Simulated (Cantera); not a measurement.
A closed system holds: 1 mol Ni, 16 mol NH₃, 24 mol N₂, held at 1330 Pa.

Cantera equilibrium calculation (NASA polynomials, part measured and part estimated; ideal gas, pure solids and liquids). Candidate condensed phases: Ni; 10 gas species. Equilibrium is a limit: real reactors are often held back by kinetics, nucleation or transport.

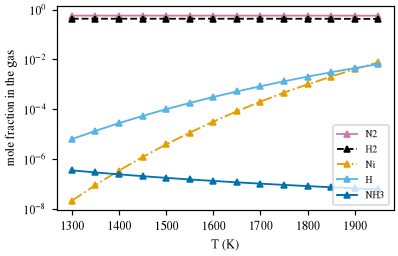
Figure. Equilibrium gas composition (values under 1e-9 drawn at 1e-9)

Question: Read off the mole fractions at 1800 K.

Answer: N₂ about 0.57, H₂ about 0.43, H about 0.0020, Ni about 0.00099, NH₃ about 8.2e-8.
